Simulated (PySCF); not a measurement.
BH5Si2 (triplet)

| atom | x (Å) | y (Å) | z (Å) |
| --- | --- | --- | --- |
| B | 2.2493 | -0.2487 | 0.3668 |
| Si | 0.3925 | -0.6440 | 0.3166 |
| Si | -1.6611 | 0.1799 | -0.2396 |
| H | 3.0400 | -1.0246 | 0.7602 |
| H | 2.6402 | 0.8003 | -0.0022 |
| H | -1.8711 | 1.5362 | -0.7875 |
| H | -2.2616 | -0.7201 | -1.2438 |
| H | -2.5191 | 0.1304 | 0.9604 |

Geometry: GFN2-xTB.

All numbers below come from UKS B3LYP, pcH-1 on B H Si, non-relativistic, mean-field spin-orbit, GIAO in PySCF.

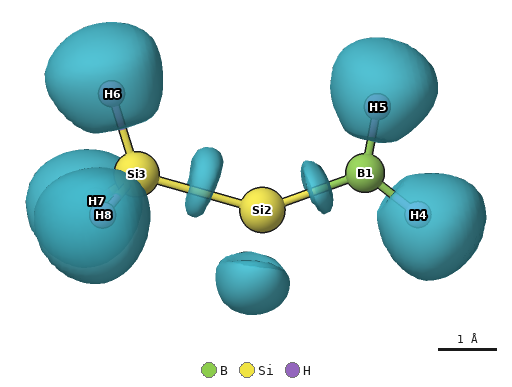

Figure 1. Isosurface of the electron localisation function at 0.9 (cyan), seen across its widest extent. Only the valence region is drawn (cores and ρ < 0.01 e/Å³ removed).

Question: Identify the bonds, lone pairs and shells in this picture.

Answer: The ELF exceeds this value in one region between bonded B–Si atoms (shared pairs), one region between bonded Si–Si atoms (shared pairs), five regions around hydrogen nuclei and one lobe on Si, pointing away from the bonds (non-bonding electrons). Along the contacts the grid gives the following. Si–B (1.90 Å): the ELF peaks at about 0.95 between the atoms (localised, covalent bonding). Si–Si (2.28 Å): the ELF peaks at about 0.95 between the atoms; localised, covalent bonding.

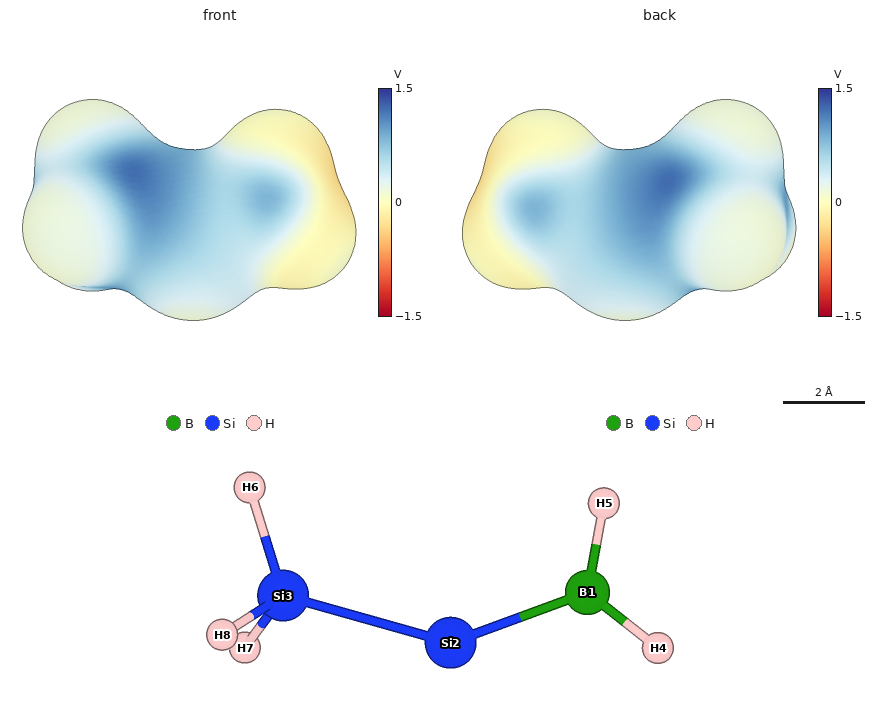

Figure 2. The electrostatic potential painted on the density surface at 0.002 e/bohr³, seen from the front and from behind; red is negative and blue positive. The bare structure is drawn below in the same view.

Question: Which sites attract a positive test charge, and which a negative one?

Answer: A positive charge is drawn to the negative regions and a negative charge to the positive ones. The most negative region (about −0.3 V) lies over H5, the most positive (about +1.2 V) over Si3.

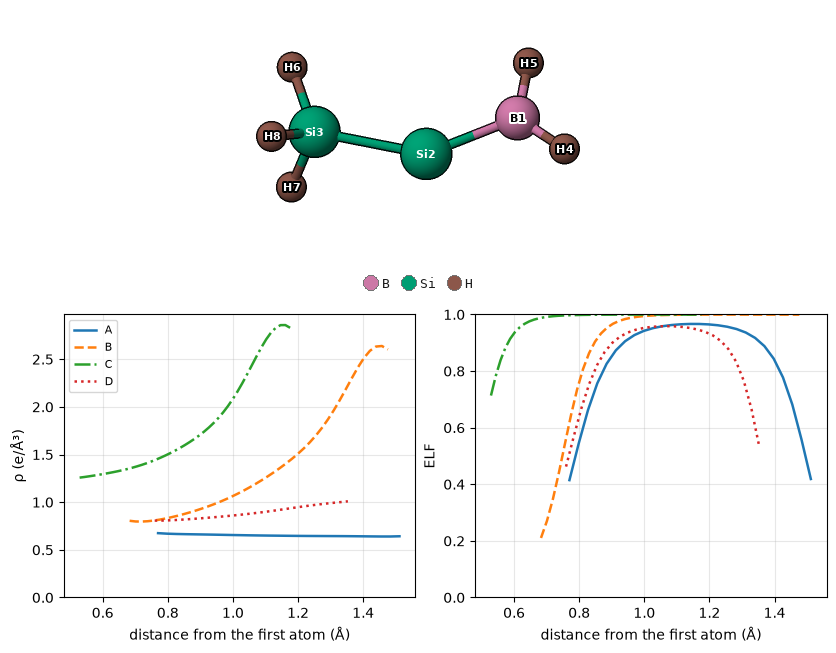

Figure 3. Electron density and ELF along straight lines between neighbouring atoms. The curves leave out the atomic cores. The structure is drawn too.

Question: Which curve belongs to which contact (B–H, Si–B, Si–H and Si–Si)? The first atom named is at distance zero.

Answer: Curve A: Si–Si (2.28 Å): the density is about 0.65 e/Å³ at the midpoint; the ELF peaks at about 0.95 between the atoms: a shared electron pair. Curve B: Si–H (1.48 Å): the density is about 0.8 e/Å³ at the midpoint; the ELF climbs to about 1 towards the hydrogen, as it does in any bond to H. Curve C: B–H (1.18 Å): ρ is about 1.3 e/Å³ halfway; the ELF climbs to about 1 towards the hydrogen (an ordinary covalent bond to hydrogen). Curve D: Si–B (1.90 Å): the density is about 0.84 e/Å³ at the midpoint; the ELF peaks at about 0.95 between the atoms; a covalent bond.
